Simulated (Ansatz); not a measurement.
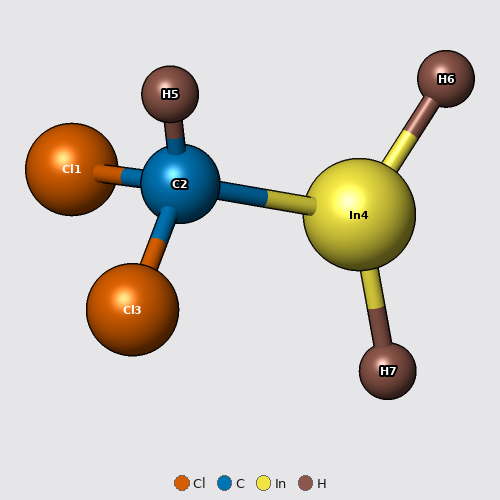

The system is CH₃Cl₂In, SMILES Cl[CH](Cl)[InH2]; the picture shows the reference structure. First axis: angle H5–C2–In4. Second axis: angle H6–In4–C2. Nothing is relaxed (all other coordinates rigid). The scan uses an 11 × 11 grid. Points are written as (first, second). Energies are in eV, from the lowest grid point. Computed with RKS PBE0-D4/def2-TZVP (Ansatz).

Its coordinates:

```xyz
7

Cl   -0.5161   -1.8058    0.9821
C     0.6208   -0.4714    0.5506
Cl    2.0598   -1.0980   -0.2599
In   -0.7387    0.7234   -0.6792
H     0.9471   -0.0538    1.4987
H    -1.6293    1.9390    0.1407
H    -0.8376    0.2352   -2.3159
```

Range: angle H5–C2–In4 from 73 to 163°; angle H6–In4–C2 from 91.2 to 141.2°.

What landscape does the calculation give?

Answer. The lowest grid point is at (118°, 116.2°). No other kind of well shows on this grid. The highest grid point, (163°, 91.2°), lies 1.82 eV above the lowest. Round the minimum the two coordinates are nearly uncoupled.

```tsv
angle H6–In4–C2 ↓, angle H5–C2–In4 →	73	82	91	100	109	118	127	136	145	154	163
141.2	1.59	1.12	0.74	0.47	0.30	0.24	0.29	0.48	0.79	1.24	1.82
136.2	1.50	1.03	0.66	0.38	0.21	0.15	0.21	0.39	0.70	1.15	1.73
131.2	1.43	0.96	0.59	0.31	0.14	0.08	0.14	0.32	0.64	1.08	1.66
126.2	1.37	0.91	0.54	0.26	0.10	0.04	0.10	0.28	0.59	1.03	1.61
121.2	1.33	0.87	0.50	0.23	0.07	0.01	0.07	0.25	0.56	1.00	1.58
116.2	1.31	0.85	0.49	0.22	0.06	0.00	0.06	0.24	0.55	0.99	1.57
111.2	1.30	0.85	0.49	0.23	0.06	0.01	0.07	0.25	0.56	1.00	1.58
106.2	1.31	0.87	0.51	0.25	0.09	0.04	0.10	0.28	0.59	1.03	1.60
101.2	1.34	0.90	0.55	0.29	0.14	0.09	0.15	0.33	0.64	1.08	1.65
96.2	1.40	0.96	0.61	0.36	0.20	0.16	0.22	0.40	0.71	1.15	1.73
91.2	1.47	1.04	0.69	0.45	0.30	0.25	0.32	0.50	0.81	1.25	1.82
```

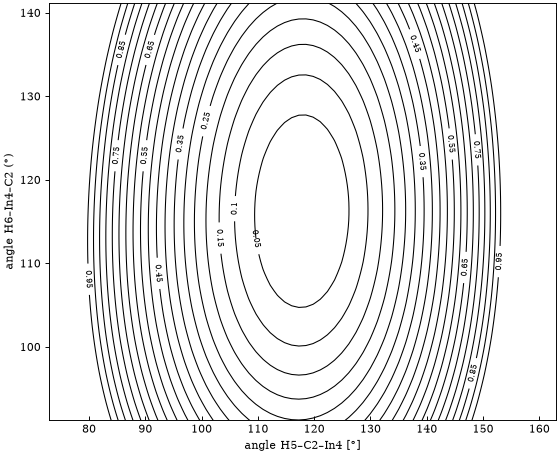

The picture shows contour lines labelled in eV (none above 0.95). Between grid points the surface is interpolated.

The whole map (121 points run) took 23 min on 1 thread of Arm Neoverse V2 (shared host).
